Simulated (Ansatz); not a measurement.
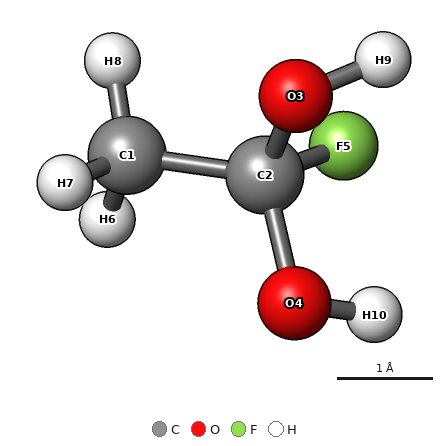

Figure 1. The input geometry (ball-and-stick view, seen at a tilt; atoms are numbered from 1 in the order of the input).

# C2H5FO2: geometry relaxation (part 1 of 2)

The run: geometry relaxation of C2H5FO2, SMILES CC(O)(O)F. Method and program: RKS B3LYP-D4/def2-SVPD (Ansatz 0.2.0).

It belongs to a series of runs on one base structure; here: end point A relaxed. Figures and captions count atoms from 1; the log counts them from 0 in places.

## The input
```yaml
crystal:
  periodic: [false, false, false]
  atoms:
    - { symbol: C, position_ang: [-0.6129, -0.9518, -0.3982] }
    - { symbol: C, position_ang: [0.1704, 0.2349, 0.1045] }
    - { symbol: O, position_ang: [1.1726, -0.2076, 0.9252] }
    - { symbol: O, position_ang: [0.7636, 1.0238, -0.943] }
    - { symbol: F, position_ang: [-0.57, 1.0689, 0.8381] }
    - { symbol: H, position_ang: [-1.4842, -0.5238, -1.0329] }
    - { symbol: H, position_ang: [-0.0309, -1.5859, -1.015] }
    - { symbol: H, position_ang: [-1.0474, -1.4659, 0.4116] }
    - { symbol: H, position_ang: [1.179, 0.4345, 1.7205] }
    - { symbol: H, position_ang: [0.5429, 1.9217, -0.6079] }
basis:
  gaussian: { orbitals: def2-SVPD }
hamiltonian:
  xc: b3lyp
  dispersion: d4
relax:
  f_tol: 0.015
  max_steps: 40
```

Run as:
```bash
ansatz run input.yaml --threads 2 --pin off --max-ram 3072MiB --backend cpu --events-out ev --progress --plain --runs-dir out
```

## What the program printed
```
The last accepted step is kept in [file] (removed where the run ends without a failure and the disk answers)
Engine: ansatz 0.2.0, x86_64-unknown-linux-gnu
Functional definition: B3LYP
  parameter a0 = 0.2
  parameter ax = 0.72
  parameter ac = 0.81
  exchange = (1 - a0 - ax)*slater_x + ax*b88_x + a0*exact_x
  correlation = (1 - ac)*vwn_rpa_c + ac*lyp_c
1213 factors; their error is unknown
mean field evaluation 1: about -8951.0544 eV, gradient 7.2e1 eV
mean field evaluation 2: about -8939.1360 eV, gradient 1.1e2 eV
mean field evaluation 4: about -8960.4138 eV, gradient 4.0e0 eV
mean field evaluation 8: about -8960.4403 eV, gradient 5.4e-2 eV
mean field evaluation 16: about -8960.4273 eV, gradient 5.9e-5 eV
mean field -8960.42725305 eV, -329.2896279540 hartree, gradient 5.9e-5 eV, S^2 0.000000; 0 other end points of the search recorded, 0 dependent functions left out
the calculation of the forces begins
reference -8960.42751409 eV, -329.2896375469 hartree; 21, 21 occupied and 128, 128 virtual orbitals, 1213 factors
relax step   1: F+E_penalty+E_count = -8960.66466736 eV  Δ(F+E_penalty+E_count) = +0.000e0 eV  max|allowed force component| = 2.734e0 eV/Å  Δτ_max = 0.0000 Å  (28 SCF iters, accepted)
these checks for a lower state are left out or cut short: starts, cluster_reference, orbital_swaps, neighbouring_geometries, increment
1213 factors; their error is unknown
mean field -8960.80366397 eV, -329.3034608001 hartree, gradient 2.5e-5 eV, S^2 0.000000; 0 other end points of the search recorded, 0 dependent functions left out
[... from here on the field's lines of each further geometry are left out, up to the last ...]
relax step   2: F+E_penalty+E_count = -8961.04074733 eV  Δ(F+E_penalty+E_count) = -3.761e-1 eV  max|allowed force component| = 1.433e0 eV/Å  Δτ_max = 0.0755 Å  (30 SCF iters, accepted)
relax step   3: F+E_penalty+E_count = -8961.15681385 eV  Δ(F+E_penalty+E_count) = -1.161e-1 eV  max|allowed force component| = 5.411e-1 eV/Å  Δτ_max = 0.1999 Å  (37 SCF iters, accepted)
relax step   4: F+E_penalty+E_count = -8961.19304649 eV  Δ(F+E_penalty+E_count) = -3.623e-2 eV  max|allowed force component| = 5.066e-1 eV/Å  Δτ_max = 0.0718 Å  (31 SCF iters, accepted)
relax step   5: F+E_penalty+E_count = -8961.20507407 eV  Δ(F+E_penalty+E_count) = -1.203e-2 eV  max|allowed force component| = 1.802e-1 eV/Å  Δτ_max = 0.0502 Å  (32 SCF iters, accepted)
relax step   6: F+E_penalty+E_count = -8961.21388146 eV  Δ(F+E_penalty+E_count) = -8.807e-3 eV  max|allowed force component| = 2.144e-1 eV/Å  Δτ_max = 0.0949 Å  (30 SCF iters, accepted)
relax step   7: F+E_penalty+E_count = -8961.21589645 eV  Δ(F+E_penalty+E_count) = -2.015e-3 eV  max|allowed force component| = 9.577e-2 eV/Å  Δτ_max = 0.0292 Å  (31 SCF iters, accepted)
relax step   8: F+E_penalty+E_count = -8961.21311240 eV  Δ(F+E_penalty+E_count) = +2.784e-3 eV  max|allowed force component| = 6.203e-1 eV/Å  Δτ_max = 0.0510 Å  (31 SCF iters, rejected (line search))
relax step   9: F+E_penalty+E_count = -8961.21784854 eV  Δ(F+E_penalty+E_count) = -1.952e-3 eV  max|allowed force component| = 5.926e-2 eV/Å  Δτ_max = 0.0251 Å  (31 SCF iters, accepted)
relax step  10: F+E_penalty+E_count = -8961.22097090 eV  Δ(F+E_penalty+E_count) = -3.122e-3 eV  max|allowed force component| = 1.610e-1 eV/Å  Δτ_max = 0.0547 Å  (31 SCF iters, accepted)
relax step  11: F+E_penalty+E_count = -8961.22145597 eV  Δ(F+E_penalty+E_count) = -4.851e-4 eV  max|allowed force component| = 6.061e-1 eV/Å  Δτ_max = 0.0935 Å  (31 SCF iters, accepted)
relax step  12: F+E_penalty+E_count = -8961.22602966 eV  Δ(F+E_penalty+E_count) = -4.574e-3 eV  max|allowed force component| = 1.147e-1 eV/Å  Δτ_max = 0.0191 Å  (33 SCF iters, accepted)
relax step  13: F+E_penalty+E_count = -8961.23732195 eV  Δ(F+E_penalty+E_count) = -1.129e-2 eV  max|allowed force component| = 4.382e-1 eV/Å  Δτ_max = 0.1917 Å  (37 SCF iters, accepted)
relax step  14: F+E_penalty+E_count = -8961.23696955 eV  Δ(F+E_penalty+E_count) = +3.524e-4 eV  max|allowed force component| = 8.145e-1 eV/Å  Δτ_max = 0.0660 Å  (30 SCF iters, rejected (line search))
relax step  15: F+E_penalty+E_count = -8961.24217296 eV  Δ(F+E_penalty+E_count) = -4.851e-3 eV  max|allowed force component| = 3.158e-1 eV/Å  Δτ_max = 0.0329 Å  (32 SCF iters, accepted)
relax step  16: F+E_penalty+E_count = -8961.25195700 eV  Δ(F+E_penalty+E_count) = -9.784e-3 eV  max|allowed force component| = 2.373e-1 eV/Å  Δτ_max = 0.0998 Å  (31 SCF iters, accepted)
relax step  17: F+E_penalty+E_count = -8961.25616256 eV  Δ(F+E_penalty+E_count) = -4.206e-3 eV  max|allowed force component| = 5.269e-1 eV/Å  Δτ_max = 0.1498 Å  (30 SCF iters, accepted)
relax step  18: F+E_penalty+E_count = -8961.25997180 eV  Δ(F+E_penalty+E_count) = -3.809e-3 eV  max|allowed force component| = 4.161e-1 eV/Å  Δτ_max = 0.1999 Å  (37 SCF iters, accepted)
relax step  19: F+E_penalty+E_count = -8961.26521483 eV  Δ(F+E_penalty+E_count) = -5.243e-3 eV  max|allowed force component| = 2.765e-1 eV/Å  Δτ_max = 0.1145 Å  (30 SCF iters, accepted)
relax step  20: F+E_penalty+E_count = -8961.27303133 eV  Δ(F+E_penalty+E_count) = -7.817e-3 eV  max|allowed force component| = 4.433e-2 eV/Å  Δτ_max = 0.0992 Å  (31 SCF iters, accepted)
relax step  21: F+E_penalty+E_count = -8961.27359676 eV  Δ(F+E_penalty+E_count) = -5.654e-4 eV  max|allowed force component| = 4.392e-2 eV/Å  Δτ_max = 0.0295 Å  (32 SCF iters, accepted)
relax step  22: F+E_penalty+E_count = -8961.27374777 eV  Δ(F+E_penalty+E_count) = -1.510e-4 eV  max|allowed force component| = 2.352e-2 eV/Å  Δτ_max = 0.0078 Å  (32 SCF iters, accepted)
the calculation of the forces begins
reference -8961.03593942 eV, -329.3119967655 hartree; 21, 21 occupied and 128, 128 virtual orbitals, 1213 factors
relax step  23: F+E_penalty+E_count = -8961.27378391 eV  Δ(F+E_penalty+E_count) = -3.614e-5 eV  max|allowed force component| = 9.511e-3 eV/Å  Δτ_max = 0.0032 Å  (33 SCF iters, accepted)
1213 factors; their error is unknown
mean field evaluation 192: about -8961.0357 eV, gradient 1.0e-4 eV
```

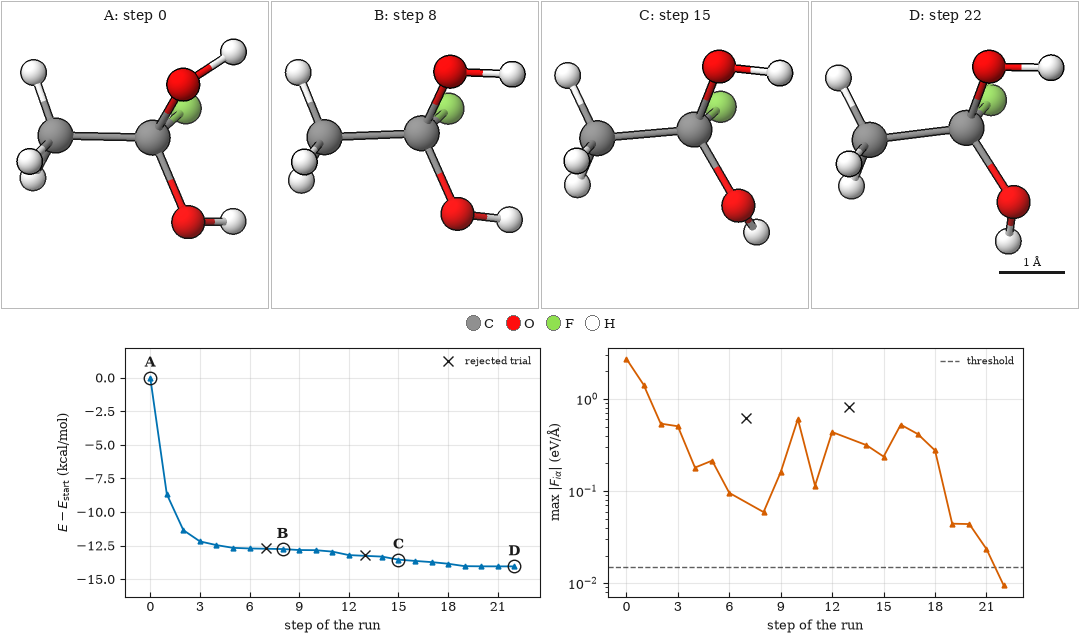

Figure 2. Frames of the relaxation (ball-and-stick view, seen at a tilt) above the curves, on which the letters mark them (the first geometry is step 0 here and step 1 in the log).

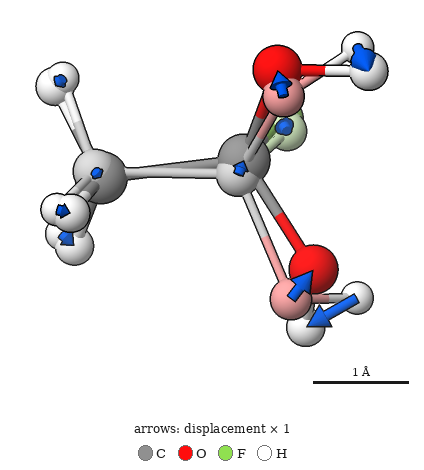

Figure 3. Start (faint) and end (solid) with the displacements as blue arrows, at true length (ball-and-stick view, seen at a tilt). The two geometries are laid on each other by the best rigid fit. After 22 geometry steps the energy has fallen by 14.0 kcal/mol. Largest force component: 2.7 eV/Å at the start, 0.0095 eV/Å at the end. The line search rejected the trial steps at points 7, 13 (counted from 0) and went back. H10 moves most after the best rigid fit: 0.62 Å. By element the largest moves are H 0.62 Å, O 0.39 Å, F 0.24 Å, C 0.17 Å. Among the contacts that change: C2–F5 1.335 → 1.415 Å, C1–H6 1.160 → 1.097 Å, O3–H9 1.022 → 0.967 Å, C2–O4 1.439 → 1.389 Å. Among the angles that change: C2–O4–H10 99.2° → 109.6°, C1–C2–F5 112.8° → 107.5°, C2–C1–H6 106.4° → 109.8°. (Atoms are counted from 1 in the order of the input.)

```
mean field -8961.03568146 eV, -329.3119872854 hartree, gradient 1.4e-5 eV, S^2 0.000000; 1 other end points of the search recorded, 0 dependent functions left out
the calculation of the forces begins
reference -8961.03593942 eV, -329.3119967655 hartree; 21, 21 occupied and 128, 128 virtual orbitals, 1213 factors
Total energy: -8961.27404188 eV, -329.3207468693 hartree
Atom 0 at    -0.625349    -0.843438    -0.434223 Å, force    -0.002445    -0.002459    -0.006600 eV/Å
Atom 1 at     0.156267     0.244414     0.271978 Å, force     0.009511     0.008505     0.001647 eV/Å
Atom 2 at     1.020921    -0.305350     1.170538 Å, force     0.000806     0.001761     0.002862 eV/Å
Atom 3 at     0.869724     1.091326    -0.566513 Å, force    -0.005969    -0.006127     0.002680 eV/Å
Atom 4 at    -0.775291     1.059049     0.958819 Å, force     0.001494    -0.000379     0.000607 eV/Å
Atom 5 at    -1.363063    -0.392814    -1.109446 Å, force    -0.002075    -0.000965    -0.001675 eV/Å
Atom 6 at     0.067500    -1.468164    -1.009813 Å, force    -0.000468     0.000841     0.001912 eV/Å
Atom 7 at    -1.145879    -1.459180     0.308608 Å, force     0.000255    -0.000419    -0.000494 eV/Å
Atom 8 at     1.622306     0.384092     1.485026 Å, force    -0.000579    -0.001492     0.000045 eV/Å
Atom 9 at     0.255965     1.638866    -1.072074 Å, force    -0.000529     0.000735    -0.000985 eV/Å
Dipole moment:    -0.036896     0.042743    -0.296175 e Å
```

## Trajectory as extended XYZ (Å, eV, eV/Å), 23 frames, from step=1 to step=23
```
10
Properties=species:S:1:pos:R:3:forces:R:3 step=1 energy=-8960.66467
C    -0.6129   -0.9518   -0.3982   -2.1081   2.7209  -1.8327
C     0.1704    0.2349    0.1045    2.2064  -1.0117  -1.6483
O     1.1726   -0.2076    0.9252    0.5403   1.0074   2.7336
O     0.7636    1.0238   -0.9430   -1.4699   0.3404   1.1165
F    -0.5700    1.0689    0.8381   -1.7845   1.2402   0.8545
H    -1.4842   -0.5238   -1.0329    1.2459  -0.7305   0.7641
H    -0.0309   -1.5859   -1.0150    0.8759  -0.7514  -0.6556
H    -1.0474   -1.4659    0.4116   -0.4461  -0.8780   1.3007
H     1.1790    0.4345    1.7205    0.3653  -1.5625  -1.7729
H     0.5429    1.9217   -0.6079    0.5748  -0.3747  -0.8597
10
Properties=species:S:1:pos:R:3:forces:R:3 step=2 energy=-8961.04075
C    -0.6338   -0.9218   -0.4142   -0.6735   0.6678  -0.4669
C     0.1746    0.2307    0.1360    0.9474  -0.4492  -1.4335
O     1.1712   -0.2264    0.9797   -0.1383   0.6227   0.8206
O     0.7120    1.0018   -0.9377   -0.6143   0.1372   1.0366
F    -0.6212    1.0740    0.8521   -0.7326   0.6212   0.6114
H    -1.4599   -0.5281   -1.0546    0.5239  -0.1421   0.3503
H    -0.0018   -1.5588   -1.0247    0.2571  -0.2550  -0.1007
H    -1.0684   -1.4728    0.4123   -0.0691  -0.3406   0.2899
H     1.2537    0.4275    1.7120    0.1729  -0.6269  -0.6694
H     0.5566    1.9227   -0.6580    0.3265  -0.2352  -0.4383
10
Properties=species:S:1:pos:R:3:forces:R:3 step=3 energy=-8961.15681
C    -0.6470   -0.9430   -0.4264   -0.1339   0.2300   0.0073
C     0.1368    0.2239    0.1273    0.5411   0.0598   0.3649
O     1.0983   -0.2358    1.0178   -0.0352   0.1038  -0.1915
O     0.6537    1.0159   -0.8944   -0.1353  -0.1821   0.1368
F    -0.6670    1.0857    0.8939   -0.5217  -0.0275  -0.1205
H    -1.4224   -0.5426   -1.0844   -0.0858  -0.0488  -0.1178
H     0.0199   -1.5963   -1.0033    0.0111   0.0518   0.0590
H    -1.1147   -1.5068    0.3900    0.1193   0.0211  -0.0005
H     1.3639    0.5150    1.5700    0.1445  -0.1728  -0.0561
H     0.6615    1.9329   -0.5876    0.0958  -0.0353  -0.0816
10
Properties=species:S:1:pos:R:3:forces:R:3 step=4 energy=-8961.19305
C    -0.6549   -0.9303   -0.4263    0.0856  -0.0946   0.0538
C     0.1233    0.2315    0.1396   -0.1941  -0.1314   0.2231
O     1.0770   -0.2408    1.0203    0.0540   0.5066   0.2091
O     0.6338    1.0069   -0.8794    0.0739   0.3065  -0.0346
F    -0.7377    1.0751    0.8866    0.0433  -0.1044  -0.1081
H    -1.4299   -0.5522   -1.0970   -0.0700   0.0013  -0.0520
H     0.0374   -1.5734   -0.9851   -0.0429   0.0177  -0.0172
H    -1.1008   -1.5083    0.3917    0.0061   0.0358  -0.0219
H     1.4203    0.5155    1.5312   -0.0006  -0.3853  -0.1891
H     0.7147    1.9248   -0.5786    0.0447  -0.1522  -0.0631
10
Properties=species:S:1:pos:R:3:forces:R:3 step=5 energy=-8961.20507
C    -0.6578   -0.9329   -0.4260    0.0975  -0.0620  -0.0180
C     0.1086    0.2349    0.1458   -0.1397  -0.0030   0.1370
O     1.0591   -0.2303    1.0318   -0.0570   0.1802   0.0676
O     0.6289    1.0142   -0.8689    0.0182   0.0918  -0.0786
F    -0.7715    1.0701    0.8782    0.0920  -0.0907  -0.0743
H    -1.4377   -0.5648   -1.0999   -0.0200   0.0060   0.0092
H     0.0396   -1.5695   -0.9849   -0.0263   0.0137  -0.0164
H    -1.0971   -1.5155    0.3910   -0.0181   0.0233  -0.0008
H     1.4559    0.5210    1.4963    0.0447  -0.1123  -0.0382
H     0.7550    1.9218   -0.5606    0.0087  -0.0470   0.0124
10
Properties=species:S:1:pos:R:3:forces:R:3 step=6 energy=-8961.21388
C    -0.6537   -0.9330   -0.4264    0.0315  -0.0253   0.0447
C     0.1000    0.2362    0.1604   -0.0163   0.0119   0.0111
O     1.0022   -0.2265    1.0906   -0.0680  -0.2144  -0.0789
O     0.6767    1.0034   -0.8411    0.0470  -0.1072   0.0026
F    -0.7958    1.0899    0.8347   -0.0829   0.0240   0.0026
H    -1.4442   -0.5612   -1.0849   -0.0275   0.0065  -0.0199
H     0.0434   -1.5548   -1.0013   -0.0104   0.0152  -0.0013
H    -1.0841   -1.5274    0.3874   -0.0108  -0.0026  -0.0195
H     1.5287    0.4983    1.4398    0.1319   0.1839   0.0489
H     0.7099    1.9239   -0.5563    0.0053   0.1079   0.0098
```
